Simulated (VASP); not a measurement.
## Run report: SnHBrO, single-point calculation

- system: SnHBrO (4 atoms in the cell)
- method: Kohn-Sham DFT of a periodic cell, revPBE with D3(BJ), VASP PAW PBE potentials, recommended, no spin polarisation (VASP 6.6.1)

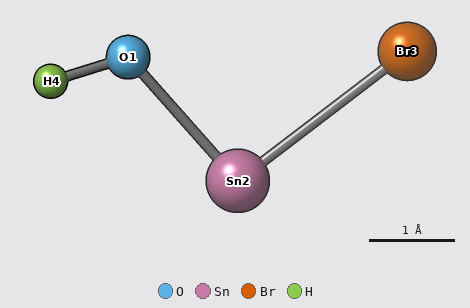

The structure as given in the input (ball-and-stick view of the molecule without its box, seen on its broad side; atoms are numbered from 1 in the order of the input).

INCAR
```
SYSTEM = SnHBrO
PREC     = Accurate       ! precision mode
ENCUT    = 520            ! plane-wave cutoff, eV
EDIFF    = 1E-6           ! SCF threshold, eV
ISMEAR   = 0              ! smearing method
SIGMA    = 0.01           ! smearing width, eV
LREAL    = .FALSE.        ! projectors in reciprocal space
LASPH    = .TRUE.         ! aspherical terms in the spheres
NELM     = 80             ! most SCF steps
ALGO     = Normal         ! electronic algorithm
ISIF     = 2              ! what is computed and relaxed
LWAVE    = .FALSE.        ! write WAVECAR
LCHARG   = .TRUE.         ! write CHGCAR
GGA      = RE             ! functional
IVDW     = 12             ! dispersion correction
LELF     = .TRUE.         ! ELF
LVHAR    = .TRUE.       
LVACPOTAV= .TRUE.
```

KPOINTS
```
Automatic mesh
0
G
  1 1 1
  0 0 0
```

POSCAR
```
SnHBrO
1.0
   13.0000000000      0.0000000000      0.0000000000
    0.0000000000     11.0000000000      0.0000000000
    0.0000000000      0.0000000000     11.0000000000
O Sn Br H
1 1 1 1
Cartesian
    5.6513499900      6.0830000000      4.8306500000
    5.7688499700      4.9771000400      6.4623499600
    8.2618499600      4.6641999800      6.3147499800
    4.7641500400      6.3778000000      4.6056499500
```

Machine: 1 thread of Intel Xeon (Emerald Rapids), 450 GiB of memory available, shared host.

Command:
```bash
cat potpaw_PBE.64/O/POTCAR potpaw_PBE.64/Sn_d/POTCAR potpaw_PBE.64/Br/POTCAR potpaw_PBE.64/H/POTCAR > POTCAR
mpirun -np 1 vasp_gam > vasp.out
```

OSZICAR
```
N       E                     dE             d eps       ncg     rms          rms(c)
DAV:   1     0.236531552586E+03    0.23653E+03   -0.92963E+03    44   0.968E+02
DAV:   2     0.456726200203E+02   -0.19086E+03   -0.18829E+03    70   0.212E+02
DAV:   3    -0.146361138355E+02   -0.60309E+02   -0.60260E+02    46   0.106E+02
DAV:   4    -0.190676540747E+02   -0.44315E+01   -0.44221E+01    38   0.351E+01
DAV:   5    -0.191698283837E+02   -0.10217E+00   -0.10200E+00    40   0.681E+00    0.952E+00
DAV:   6    -0.163801463172E+02    0.27897E+01   -0.14274E+01    46   0.331E+01    0.409E+00
DAV:   7    -0.163269513167E+02    0.53195E-01   -0.92915E-01    36   0.641E+00    0.258E+00
DAV:   8    -0.162476066567E+02    0.79345E-01   -0.29453E-01    46   0.483E+00    0.681E-01
DAV:   9    -0.162335546289E+02    0.14052E-01   -0.77789E-02    48   0.271E+00    0.303E-01
DAV:  10    -0.162352172408E+02   -0.16626E-02   -0.13236E-02    36   0.106E+00    0.145E-01
DAV:  11    -0.162345769288E+02    0.64031E-03   -0.39447E-03    46   0.502E-01    0.930E-02
DAV:  12    -0.162375740132E+02   -0.29971E-02   -0.31473E-03    36   0.313E-01    0.625E-02
DAV:  13    -0.162405909848E+02   -0.30170E-02   -0.17091E-03    44   0.333E-01    0.390E-02
DAV:  14    -0.162433811564E+02   -0.27902E-02   -0.68665E-04    44   0.212E-01    0.241E-02
DAV:  15    -0.162452079230E+02   -0.18268E-02   -0.55438E-04    52   0.129E-01    0.128E-02
DAV:  16    -0.162461253629E+02   -0.91744E-03   -0.14210E-04    46   0.625E-02    0.135E-02
DAV:  17    -0.162467016997E+02   -0.57634E-03   -0.55556E-05    44   0.406E-02    0.590E-03
DAV:  18    -0.162469139173E+02   -0.21222E-03   -0.19765E-05    46   0.224E-02    0.403E-03
DAV:  19    -0.162471121308E+02   -0.19821E-03   -0.22741E-05    44   0.197E-02    0.241E-03
DAV:  20    -0.162471643176E+02   -0.52187E-04   -0.47660E-06    36   0.113E-02    0.137E-03
DAV:  21    -0.162471911308E+02   -0.26813E-04   -0.30345E-06    36   0.880E-03    0.951E-04
DAV:  22    -0.162471960157E+02   -0.48849E-05   -0.26833E-07    36   0.321E-03    0.655E-04
DAV:  23    -0.162471999059E+02   -0.38902E-05   -0.37355E-07    36   0.325E-03    0.520E-04
DAV:  24    -0.162472003706E+02   -0.46468E-06   -0.32893E-08    36   0.159E-03
   1 F= -.16439485E+02 E0= -.16439485E+02  d E =-.845560E-51
```

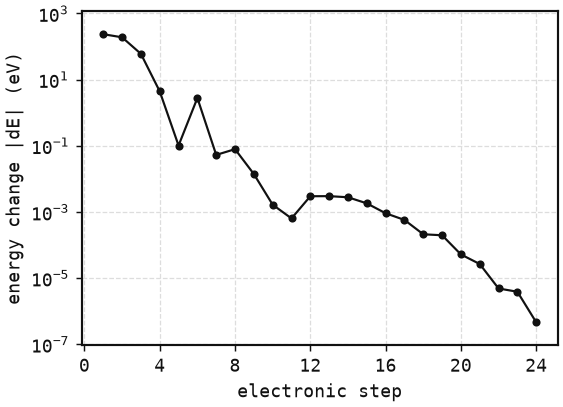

Convergence of the self-consistent field: energy change |dE| against the electronic step. It takes 24 electronic steps. The density is held fixed in the first few steps, and dE rises again when its update begins.

Parts of OUTCAR
```
SYSTEM = SnHBrO
   PREC = Accurate
   ENCUT = 520
   EDIFF = 1E-6
   ISMEAR = 0
   LREAL = .FALSE.
   LASPH = .TRUE.
   NELM = 80
   ISIF = 2
   GGA = RE
   IVDW = 12
 IVDW          = 12
 VDW_S6        =  1.00000000  s6, scaling of the dipole-dipole dispersion
 VDW_S8        =  2.35500002  s8, scaling of the dipole-quadrupole dispersion
 VDW_A1        =  0.52380002  a1, scaling of the critical radii
 VDW_A2        =  3.50160003  a2, offset of the critical radii
 VDW_RADIUS    = 50.20216178  two-body interaction cutoff (in Angstroms)
 VDW_CNRADIUS  = 21.16708996  CN, coordination number cutoff (in Angstroms)

 ion  position               nearest neighbor table
   1  0.435  0.553  0.439-   4 0.96   2 1.97
   2  0.444  0.452  0.587-   1 1.97   3 2.52
   3  0.636  0.424  0.574-   2 2.52
   4  0.366  0.580  0.419-   1 0.96

  LATTYP: Found a simple tetragonal cell.
 ALAT       =    11.0000000000
 C/A-ratio  =     1.1818181818

  Lattice vectors:

 A1 = (   0.0000000000,  11.0000000000,   0.0000000000)
 A2 = (   0.0000000000,   0.0000000000,  11.0000000000)
 A3 = (  13.0000000000,   0.0000000000,   0.0000000000)

Analysis of symmetry for initial positions (statically):
=====================================================================
 Subroutine PRICEL returns:
 Original cell was already a primitive cell.

 Routine SETGRP: Setting up the symmetry group for a
 simple tetragonal supercell.

 Subroutine GETGRP returns: Found  1 space group operations
 (whereof  1 operations were pure point group operations)
 out of a pool of 16 trial point group operations.

The static configuration has the point symmetry C_1 .

Analysis of symmetry for dynamics (positions and initial velocities):
=====================================================================
 Subroutine PRICEL returns:
 Original cell was already a primitive cell.

 Routine SETGRP: Setting up the symmetry group for a
 simple tetragonal supercell.

 Subroutine GETGRP returns: Found  1 space group operations
 (whereof  1 operations were pure point group operations)
 out of a pool of 16 trial point group operations.

The dynamic configuration has the point symmetry C_1 .

 Subroutine INISYM returns: Found  1 space group operations
 (whereof  1 operations are pure point group operations),
 and found     1 'primitive' translations

----------------------------------------------------------------------------------------

                                     Primitive cell

  volume of cell :    1573.0000

  direct lattice vectors                    reciprocal lattice vectors
    13.000000000  0.000000000  0.000000000     0.076923077  0.000000000  0.000000000
     0.000000000 11.000000000  0.000000000     0.000000000  0.090909091  0.000000000
     0.000000000  0.000000000 11.000000000     0.000000000  0.000000000  0.090909091

  length of vectors
    13.000000000 11.000000000 11.000000000     0.076923077  0.090909091  0.090909091

  position of ions in fractional coordinates (direct lattice)
     0.434719230  0.553000000  0.439150000
     0.443757690  0.452463640  0.587486360
     0.635526920  0.424018180  0.574068180
     0.366473080  0.579800000  0.418695450

  ion indices of the primitive-cell ions
   primitive index   ion index
                 1           1
                 2           2
                 3           3
                 4           4

----------------------------------------------------------------------------------------

 KPOINTS: Automatic mesh

Automatic generation of k-mesh.
 Grid dimensions read from file:
 generate k-points for:    1    1    1

 Generating k-lattice:

  Cartesian coordinates                     Fractional coordinates (reciprocal lattice)
     0.076923077  0.000000000  0.000000000     1.000000000  0.000000000  0.000000000
     0.000000000  0.090909091  0.000000000     0.000000000  1.000000000  0.000000000
     0.000000000  0.000000000  0.090909091     0.000000000  0.000000000  1.000000000

  Length of vectors
     0.076923077  0.090909091  0.090909091

  Shift w.r.t. Gamma in fractional coordinates (k-lattice)
     0.000000000  0.000000000  0.000000000

 Subroutine IBZKPT returns following result:
 ===========================================

 Found      1 irreducible k-points:

 Following reciprocal coordinates:
            Coordinates               Weight
  0.000000  0.000000  0.000000      1.000000
   k-points           NKPTS =      1   k-points in BZ     NKDIM =      1   number of bands    NBANDS=     18
   number of dos      NEDOS =    301   number of ions     NIONS =      4
   total plane-waves  NPLWV = 691488
   dimension x,y,z NGX =    98 NGY =   84 NGZ =   84
   dimension x,y,z NGXF=   196 NGYF=  168 NGZF=  168
   ions per type =               1   1   1   1
   NGX,Y,Z   is equivalent  to a cutoff of  12.53, 12.70, 12.70 a.u.
   NGXF,Y,Z  is equivalent  to a cutoff of  25.06, 25.39, 25.39 a.u.
 SYSTEM =  SnHBrO
   PREC   = accura    normal or accurate (medium, high low for compatibility)
   ISTART =      0    job   : 0-new  1-cont  2-samecut
   ICHARG =      2    charge: 1-file 2-atom 10-const
   ISPIN  =      1    spin polarized calculation?
   LNONCOLLINEAR =      F non collinear calculations
   LSORBIT =      F    spin-orbit coupling
   LASPH  =      T    aspherical Exc in radial PAW
   ENCUT  =  520.0 eV  38.22 Ry    6.18 a.u.  24.17 20.45 20.45*2*pi/ulx,y,z
   NELM   =     80;   NELMIN=  2; NELMDL= -5     # of ELM steps
   EDIFF  = 0.1E-05   stopping-criterion for ELM
   LREAL  =      F    real-space projection
   EDIFFG = 0.1E-04   stopping-criterion for IOM
   NSW    =      0    number of steps for IOM
   IBRION =     -1    ionic relax: 0-MD 1-quasi-New 2-CG
   NFREE  =      0    steps in history (QN), initial steepest desc. (CG)
   ISIF   =      2    stress and relaxation
   ISYM   =      2    0-nonsym 1-usesym 2-fastsym
   POTIM  = 0.5000    time-step for ionic-motion
   TEBEG  =    0.0;   TEEND  =   0.0 temperature during run
   PSTRESS=    0.0 pullay stress
   NELECT =      28.0000    total number of electrons
   NUPDOWN=      -1.0000    fix difference up-down
   EMIN   =  10.00;   EMAX   =-10.00  energy-range for DOS
   EFERMI =   0.00;   METHOD = LEGACY
   ISMEAR =     0;   SIGMA  =   0.01  broadening in eV -4-tet -1-fermi 0-gaus
   EFERMI_NEDOS =   21; number of points for ismear=-14 and -15
   IALGO  =     38    algorithm
   IMIX   =      4    mixing-type and parameters
     AMIX     =   0.40;   BMIX     =  1.00
     AMIX_MAG =   1.60;   BMIX_MAG =  1.00
  volume/ion in A,a.u.               =     393.25      2653.78
  Fermi-wavevector in a.u.,A,eV,Ry     =   0.427449  0.807762  2.485960  0.182713
  Thomas-Fermi vector in A             =   1.394107
   LORBIT       =      0    0 simple, 1 ext, 2 COOP (PROOUT), +10 PAW based schemes
   GGA     = RE    functional components
   LHFCALC =     F    Hartree Fock is set to
   AEXX    =    0.0000 exact exchange contribution
   IVDW    =    12    specifies the selected vdW correction
   LEPSILON=     F    determine dielectric tensor
   LRPA    =     F    only Hartree local field effects (RPA)
 non-spin polarized calculation
 Gauss-broadening in eV      SIGMA  =   0.01
  energy-cutoff  :      520.00
  volume of cell :     1573.00
 maximum number of plane-waves:     21209
 NGX is ok and might be reduce to    98
   NGX = 49   NGY = 41   NGZ = 41

 number of electron      28.0000002 magnetization

 Free energy of the ion-electron system (eV)
  ---------------------------------------------------
  ext. energy  EPLUGINS =         0.00000000
  ---------------------------------------------------
  free energy    TOTEN  =       -16.24720037 eV

  energy without entropy =      -16.24720037  energy(sigma->0) =      -16.24720037

 E-fermi :  -5.8598     XC(G=0):  -1.0384     alpha+bet : -0.4282

 val. band max:       -5.9658750888   @ k =   0.0000   0.0000   0.0000
 cond. band min:      -2.8046993193   @ k =   0.0000   0.0000   0.0000
 fundamental gap:      3.1611757695
 Fermi energy:        -5.8598458187

 k-point     1 :       0.0000    0.0000    0.0000
  band No.  band energies     occupation
      1     -26.2440      2.00000
      2     -25.9885      2.00000
      3     -25.9598      2.00000
      4     -25.8615      2.00000
      5     -25.7168      2.00000
      6     -23.5820      2.00000
      7     -18.7885      2.00000
      8     -12.2766      2.00000
      9      -9.7431      2.00000
     10      -7.9205      2.00000
     11      -7.3315      2.00000
     12      -6.5488      2.00000
     13      -6.5056      2.00000
     14      -5.9659      2.00000
     15      -2.8047      0.00000
     16      -1.1614      0.00000
     17      -0.6672      0.00000
     18      -0.2189      0.00000

------------------------ aborting loop because EDIFF is reached ----------------------------------------

 Edisp (eV)   -0.19228

 E8    (eV) :    -0.1338

  FORCE on cell =-STRESS in cart. coord.  units (eV):
  Direction    XX          YY          ZZ          XY          YZ          ZX
  --------------------------------------------------------------------------------------
  -------------------------------------------------------------------------------------
  Total       1.41001     0.56689     1.15456    -0.35852    -0.83520     0.16282
  in kB       1.43616     0.57741     1.17598    -0.36517    -0.85069     0.16584
  external pressure =        1.06 kB  Pullay stress =        0.00 kB

 VOLUME and BASIS-vectors are now :
 -----------------------------------------------------------------------------
  energy-cutoff  :      520.00
  volume of cell :     1573.00
      direct lattice vectors                 reciprocal lattice vectors
    13.000000000  0.000000000  0.000000000     0.076923077  0.000000000  0.000000000
     0.000000000 11.000000000  0.000000000     0.000000000  0.090909091  0.000000000
     0.000000000  0.000000000 11.000000000     0.000000000  0.000000000  0.090909091

 POSITION                                       TOTAL-FORCE (eV/Angst)
 -----------------------------------------------------------------------------------
      5.65135      6.08300      4.83065         0.515110      0.293180     -0.568173
      5.76885      4.97710      6.46235        -0.333166     -0.439316      0.743284
      8.26185      4.66420      6.31475         0.395270     -0.050273     -0.022934
      4.76415      6.37780      4.60565        -0.577213      0.196409     -0.152177
 -----------------------------------------------------------------------------------
    total drift:                                0.000205     -0.000056     -0.000931

  FREE ENERGIE OF THE ION-ELECTRON SYSTEM (eV)
  ---------------------------------------------------
  free  energy   TOTEN  =       -16.4394852223 eV

  energy  without entropy=      -16.4394852223  energy(sigma->0) =      -16.43948522
```

CONTCAR
```
SnHBrO
   1.00000000000000
    13.0000000000000000    0.0000000000000000    0.0000000000000000
     0.0000000000000000   11.0000000000000000    0.0000000000000000
     0.0000000000000000    0.0000000000000000   11.0000000000000000
  O               Sn              Br              H
     1     1     1     1
Direct
     0.4347192299999989    0.5529999999999973    0.4391499999999979
     0.4437576899999982    0.4524636399999977    0.5874863599999998
     0.6355269199999967    0.4240181799999974    0.5740681799999976
     0.3664730799999987    0.5797999999999988    0.4186954500000013

  0.00000000E+00  0.00000000E+00  0.00000000E+00
  0.00000000E+00  0.00000000E+00  0.00000000E+00
  0.00000000E+00  0.00000000E+00  0.00000000E+00
  0.00000000E+00  0.00000000E+00  0.00000000E+00
```

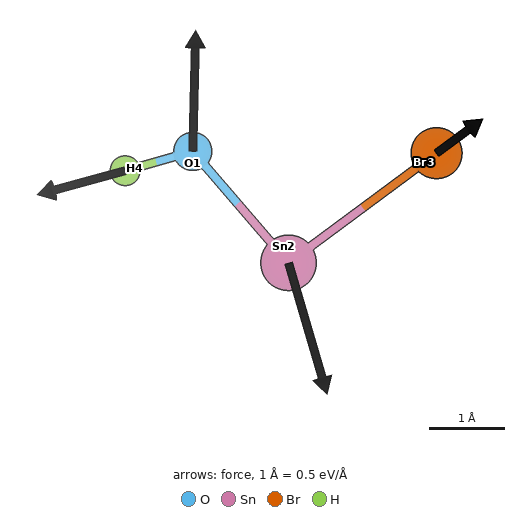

Forces on the atoms as black arrows (ball-and-stick view of the molecule without its box, seen at a tilt; atoms are numbered from 1 in the order of the input). The largest act on Sn2 (0.93 eV/Å); O1 (0.82 eV/Å); H4 (0.63 eV/Å); Br3 (0.40 eV/Å). The geometry is not a stationary point of this energy.

Key numbers

| quantity | value |
| --- | --- |
| outcome | converged |
| electrons treated | 28 |
| free energy | −16.4395 eV |
| dispersion energy | −0.1923 eV |
| Fermi energy | −5.860 eV |
| gap on the k-point mesh | 3.16 eV |
| largest force (length of the vector) | 0.925 eV/Å |
| wall time | 3.2 min |
| peak memory | 1.2 GiB |
